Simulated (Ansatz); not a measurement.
```
Ti Mo
1.0
    12.91625    0.00000   -0.00457
     0.00000    4.44242    0.00000
    -0.38864    0.00000    2.75264
Ti Mo
2 8
Cartesian
  0.0000 0.0000 0.0000
  6.4581 2.2212 -0.0023
  3.8024 2.2212 0.5720
  10.2606 0.0000 0.5697
  4.9221 0.0000 1.6230
  11.3802 2.2212 1.6207
  1.1474 2.2212 1.1273
  7.6055 0.0000 1.1250
  2.2670 0.0000 2.1784
  8.7252 2.2212 2.1761
```

Space group C2/m; a generated structure, not necessarily the stable one; computed without spin polarisation.

Computed with DFT PBE, scalar-relativistic, plane waves, PAW in Ansatz 0.2.0.

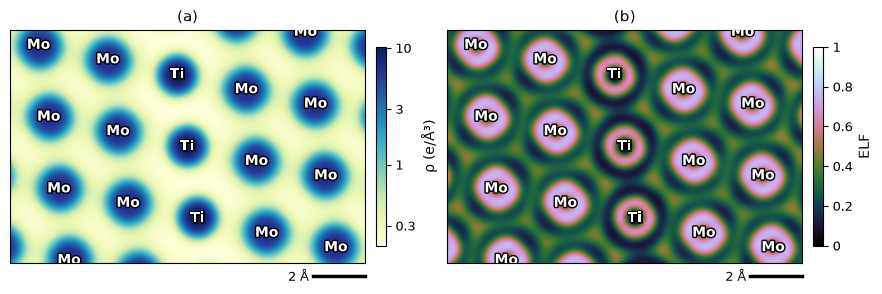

TiMo$_{4}$. (a) valence electron density; (b) ELF on the (010) plane of the conventional cell.

What does the map show?

The plane passes through Ti and Mo nuclei.
Mo–Mo (2.71 Å): the density is about 0.39 e/Å³ at the midpoint; the ELF is about 0.30 at the midpoint (no shared electron pair shows on this line).
Ti–Mo (2.72 Å): ρ is about 0.31 e/Å³ halfway; the ELF is about 0.25 at the midpoint: no shared electron pair shows on this line.
Ti–Ti (2.78 Å): ρ at the midpoint is about 0.2 e/Å³; the ELF is about 0.20 at the midpoint (no localised pair shows between them).
Mo–Mo (2.78 Å): ρ is about 0.34 e/Å³ halfway; the ELF is about 0.30 at the midpoint (no shared electron pair shows on this line).
Between the atoms the lowest density in this plane is 0.2 e/Å³.
The features right at Ti and Mo lie inside the PAW spheres, where the map follows smoothed inner orbitals and isn't to be read closely.
